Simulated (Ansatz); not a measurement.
## Fields on a plane of VO2 (rutile)

```xyz
6
Lattice="4.5836 0.0000 0.0000 0.0000 4.5836 0.0000 0.0000 0.0000 2.8386" Properties=species:S:1:pos:R:3 pbc="T T T"
V      0.0000     0.0000     0.0000
V      2.2918     2.2918     1.4193
O      1.3752     1.3752     0.0000
O      3.6670     0.9166     1.4193
O      0.9166     3.6670     1.4193
O      3.2084     3.2084     0.0000
```

The slice is a (-1 1 0) plane (indices of the conventional cell) through the point (0.000, 0.000, 0.000) (fractional), spanned by u = [001] and v = [110] in vectors of this cell: u (2.84 Å) and v (6.48 Å, at 90° to u). It covers one period; positions are fractions (u, v).

Atoms on it: V at (0.00, 0.00); V at (0.50, 0.50); O at (0.00, 0.30); O at (0.00, 0.70).

All values below come from PBE (plane waves to 420 eV, PAW, scalar-relativistic; Ansatz, a program for electronic structure). k mesh 10×10×16. These are valence fields of a PAW run, semicore shells included where kept as valence: close to a nucleus they are smooth pseudo fields. Relaxed VO2 ends ferromagnetic. This is a high-temperature form of VO2. VO2 is run spin-polarised and with no Hubbard U. VO2 was relaxed with its symmetry unable to fall. The magnetic order is the one the run started from; other orders were not tried.

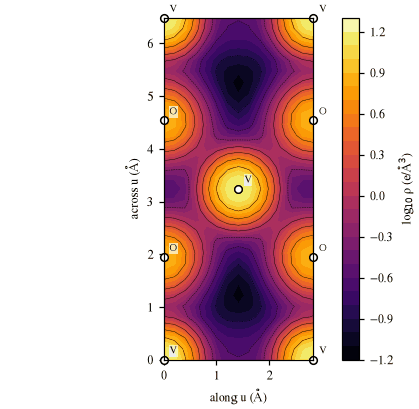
Figure. Log₁₀ of the valence density in e/Å³, one period of the plane, atoms marked. The scale is logarithmic, as a density can span decades between atoms and voids.

```
|86421000001246|
|44321000001234|
|11210000000121|
|00100000000010|
|00000000000000|
|00000000000000|
|00000000000000|
|00000000000000|
|00000000000000|
|00000000000000|
|00000000000000|
|00000011100000|
|00000023200000|
|00000135310000|
|00001368631000|
|00012489842100|
|00001368631000|
|00000135310000|
|00000023200000|
|00000011100000|
|00000000000000|
|00000000000000|
|00000000000000|
|00000000000000|
|00000000000000|
|00000000000000|
|00000000000000|
|00100000000010|
|11210000000121|
|44321000001234|
|86421000001246|
|98421000001248|
```
Scale: ten equal steps from -0.08 (start of '0') to 1.46 (end of '9'), in the order '0123456789'. Values: spin density, up minus down in e/Å³. The map has 14 points along u (one character each, u = 0 at the left) and 32 along v (v = 0 in the bottom row). 

The density on the V–O line (1.92 Å) at its midpoint is 0.76 e/Å³ and the ELF at that point is 0.2.
